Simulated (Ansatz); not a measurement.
# GeH3Cl3O2: frequency calculation

System: GeH3Cl3O2.
Method: RKS PBE0/def2-SVP (Ansatz 0.2.0).

It belongs to a series of runs on one base structure; here: vibrations at the highest image of the band.

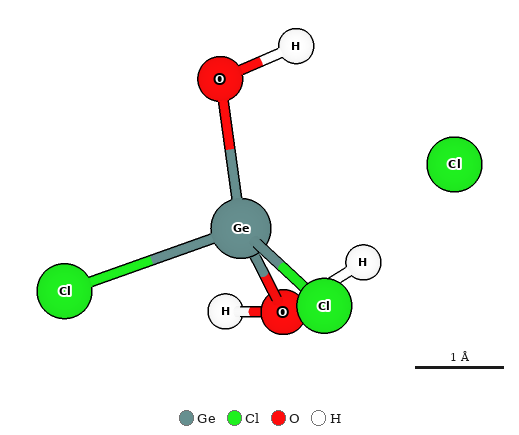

**Figure 1.** The input geometry (ball-and-stick view, seen at a tilt). Sticks mark near contacts. Bond lengths as drawn: Cl–Ge 2.12 to 2.15 Å, Ge–O 1.74 to 1.92 Å and H–O 0.97 to 1.09 Å.

**Results in brief**

- outcome: converged
- total energy: −98186.8922 eV
- mean-field energy: −98186.8922 eV
- largest force (length of the vector): 0.033 eV/Å
- hardware: 4 threads of Arm Neoverse V1, 24 GiB of memory available, shared host
- wall time: 98 s (CPU time 6 min)
- peak memory: 0.38 GiB

**Input file**
```yaml
crystal:
  periodic: [false, false, false]
  atoms:
    - { symbol: Ge, position_ang: [-0.391373, -0.014162, -0.449602] }
    - { symbol: Cl, position_ang: [0.280513, 0.74151, 2.115674] }
    - { symbol: O, position_ang: [1.11588, -0.861765, -0.257464] }
    - { symbol: H, position_ang: [1.511078, -0.537974, 0.572317] }
    - { symbol: Cl, position_ang: [-0.533126, 2.017109, -1.023748] }
    - { symbol: Cl, position_ang: [-1.331973, -1.149226, -2.010383] }
    - { symbol: O, position_ang: [-1.748345, -0.39485, 0.847154] }
    - { symbol: H, position_ang: [-2.067636, -1.311622, 0.854837] }
    - { symbol: H, position_ang: [-1.151118, -0.070819, 1.703817] }
basis:
  gaussian: { orbitals: def2-SVP }
hamiltonian:
  xc: pbe0
phonons: {}
```

Launched with:
```bash
ansatz run input.yaml --threads 4 --pin off --max-ram 5120MiB --backend cpu --events-out ev --progress --plain --runs-dir out
```

**Output**
```
Engine: ansatz 0.2.0, aarch64-unknown-linux-gnu
Functional definition: PBE0
  parameter a = 0.25
  parameter kappa = 0.804
  parameter beta = 0.06672455060314922
  exchange = (1 - a)*pbe_x(kappa = kappa, mu = beta*pi^2/3) + a*exact_x
  correlation = pbe_c(beta = beta)
1290 factors; integrals over basis functions are off by at most 2.8e-4 eV
mean field evaluation 1: about -98180.3270 eV, gradient 6.1e1 eV
mean field evaluation 2: about -98167.0304 eV, gradient 1.0e2 eV
mean field evaluation 4: about -98186.8283 eV, gradient 5.0e0 eV
mean field evaluation 8: about -98186.8919 eV, gradient 3.5e-1 eV
mean field evaluation 16: about -98186.8922 eV, gradient 2.2e-5 eV
mean field -98186.89221960 eV, -3608.3017356043 hartree, gradient 2.2e-5 eV, S^2 0.000000; 0 other end points of the search recorded, 0 dependent functions left out
the calculation of the forces begins
reference -98186.89224288 eV, -3608.3017364599 hartree; 51, 51 occupied and 78, 78 virtual orbitals, 1290 factors
these checks for a lower state are left out or cut short: stability, starts, cluster_reference, orbital_swaps, neighbouring_geometries, increment
1290 factors; integrals over basis functions are off by at most 2.8e-4 eV
mean field -98186.89210447 eV, -3608.3017313733 hartree, gradient 2.0e-6 eV, S^2 0.000000; 0 other end points of the search recorded, 0 dependent functions left out
[... from here on the field's lines of each further geometry are left out, up to the last ...]
the calculation of the forces begins
reference -98186.89219624 eV, -3608.3017347461 hartree; 51, 51 occupied and 78, 78 virtual orbitals, 1290 factors
these checks for a lower state are left out or cut short: stability, starts, cluster_reference, orbital_swaps, neighbouring_geometries, increment
1290 factors; integrals over basis functions are off by at most 2.8e-4 eV
mean field -98186.89218272 eV, -3608.3017342491 hartree, gradient 1.9e-6 eV, S^2 0.000000; 0 other end points of the search recorded, 0 dependent functions left out
the calculation of the forces begins
reference -98186.89220600 eV, -3608.3017351046 hartree; 51, 51 occupied and 78, 78 virtual orbitals, 1290 factors
WARN: phonons: modes at or below zero, which the zero-point energy, F, S and C_V leave out: 1, the lowest at -212.41 cm⁻¹. A minimum has none, and a first-order saddle one
Total energy: -98186.89224288 eV, -3608.3017364599 hartree
Atom 0 at    -0.391373    -0.014162    -0.449602 Å, force    -0.002226    -0.021075     0.007638 eV/Å
Atom 1 at     0.280513     0.741510     2.115674 Å, force     0.024399     0.020901     0.005588 eV/Å
Atom 2 at     1.115880    -0.861765    -0.257464 Å, force     0.002593     0.005912    -0.004062 eV/Å
Atom 3 at     1.511078    -0.537974     0.572317 Å, force    -0.006153     0.002863     0.007612 eV/Å
Atom 4 at    -0.533126     2.017109    -1.023748 Å, force    -0.003177    -0.012388     0.008029 eV/Å
Atom 5 at    -1.331973    -1.149226    -2.010383 Å, force    -0.001941     0.008132    -0.007905 eV/Å
Atom 6 at    -1.748345    -0.394850     0.847154 Å, force    -0.008500     0.005609    -0.014672 eV/Å
Atom 7 at    -2.067636    -1.311622     0.854837 Å, force    -0.000389     0.003541    -0.000210 eV/Å
Atom 8 at    -1.151118    -0.070819     1.703817 Å, force    -0.004606    -0.013494    -0.002018 eV/Å
Dipole moment:    -0.440992    -0.425018     0.072060 e Å
Vibrations: -212.41 87.47 118.55 146.29 180.75 197.01 251.24 349.54 410.24 436.44 459.46 476.04 554.93 760.48 782.54 981.43 1087.06 1213.50 1994.93 3727.15 3805.87 cm⁻¹, zero-point energy 1.117155 eV
```

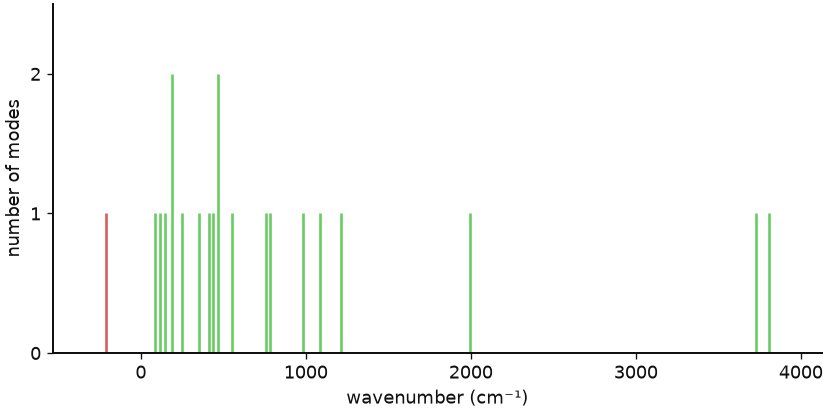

**Figure 2.** Harmonic vibrational wavenumbers from the force constants; neighbouring modes closer than 18 cm⁻¹ are counted in one stick, and imaginary ones are drawn at negative wavenumbers. 21 modes from 212i to 3806 cm⁻¹, 1 imaginary beyond 8i (212i cm⁻¹): a first-order saddle point, if the geometry is stationary.
